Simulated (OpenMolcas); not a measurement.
**Cu²⁺ among point charges: CASSCF levels and susceptibility**

Aim: the splitting of the states of Cu²⁺ in the field of 6 point charges, its lowest levels with spin-orbit coupling and its magnetic susceptibility.

The numbers are computed with OpenMolcas 26.06 (state-averaged CASSCF, spin-orbit coupling by RASSI with atomic mean-field integrals), except any that are marked as measured or tabulated.

1 further run of the same task is left out (it didn't finish).

## (1) What is computed

| Quantity | Value |
| --- | --- |
| Species | Cu²⁺ (copper, Z = 29, 27 electrons) |
| Basis | ANO-RCC-VTZP [6s5p3d2f1g], 59 functions |
| Scalar Hamiltonian | DKH2, point nucleus |
| Inactive shells | 1s 2s 2p 3s 3p |
| Active space | 9 electrons in 5 orbitals (3d) |
| Some configurations of this space | 3d9 |
| Orbitals | optimised for each spin and parity, averaged over all roots |

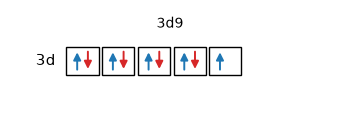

Occupation of the outer shells (arrows by Hund's rule).

The ion sits among 6 point charges of -2 e arranged as a tetragonal octahedron (D4h), 1.65 Å from the ion, with the axial distance 1.700 Å. The active orbitals were held to one l.

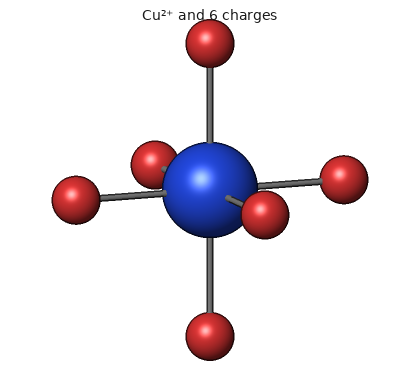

The ion and the point charges (red).

Each step is its own input file, run in one work folder so that later steps find the files of earlier ones. Labels, J, g values, rates, χT and fits are worked out afterwards by a script from the matrices that RASSI stores. The input lists half of the charges; inversion (Group=XYZ) makes the rest.

## (2) Basis and integrals

a.inp reads:

```
&GATEWAY
Coord
1

Cu 0.0 0.0 0.0
Basis=ANO-RCC-VTZP
Group=XYZ
NoMove
AngMom=0.0 0.0 0.0
AMFI
XField
3 Angstrom 0
1.650000 0.000000 0.000000 -2.000000
0.000000 1.650000 0.000000 -2.000000
0.000000 0.000000 1.699500 -2.000000
&SEWARD
```

Started as:

```bash
$ OMP_NUM_THREADS=1 MOLCAS_MEM=1689 MOLCAS_PROJECT=a pymolcas a.inp > a.log
```

## (3) CASSCF: doublets of even parity, 5 roots

a.inp reads:

```
&RASSCF
FileOrb=start.orb
Symmetry=1
Spin=2
nActEl=9 0 0
Inactive=3 6
Ras2=5 0
CIRoot=5 5 1
SDav=5
CIMx=300
Iter=120 100
PrWF=0.3
OrbListing=Nothing
MaxOrb=0
SupSym
1
15 4 5 6 7 8 12 13 14 15 16 17 18 19 20 21
0
>>> COPY $Project.JobIph JOB001
```

start.orb holds the contracted functions of the basis, ordered by shell, or the orbitals of the step before.

## (4) RASSI: spin-orbit coupling between the states

a.inp reads:

```
&RASSI
NrOfJobIphs=1 5
1 2 3 4 5
IphNames
JOB001
EJob
SpinOrbit
DIPRint=1.0
SOCoupling=1000.0
Subsets=2
Property=9
'ANGMOM' 1 'ANGMOM' 2 'ANGMOM' 3 'MLTPL  1' 1 'MLTPL  1' 2 'MLTPL  1' 3
'AMFI' 1 'AMFI' 2 'AMFI' 3
SOProperty=3
'ANGMOM' 1 'ANGMOM' 2 'ANGMOM' 3
```

Before running it: what results should come out? Wanted: spin-free ground state; first state of the same spin within the active space; lowest level; next level.

**Answer**, as computed:

| quantity | value |
| --- | --- |
| method | CASSCF |
| spin-free ground state | 2B1, 1-fold in its orbital part |
| first state of the same spin within the active space | 2A1 at 1660 cm⁻¹ |
| lowest level | 2-fold E3/2, g = 2.15, 2.15, 2.85 |
| next level | 1638.8 cm⁻¹ |
| χT at 300 K | 0.59 cm³ K/mol |
| effective moment at 300 K | 2.17 μB |

**Reading.** The spin-free ground state (2B1) comes to 100 % from free-ion D terms and keeps the highest spin of the shell. χT at 300 K is 0.59, against 0.38 cm³ K/mol for the spin alone, so orbital moment adds to it. The field of point charges can differ much from that of real complexes. This is an electrostatic model: the charges have no orbitals.
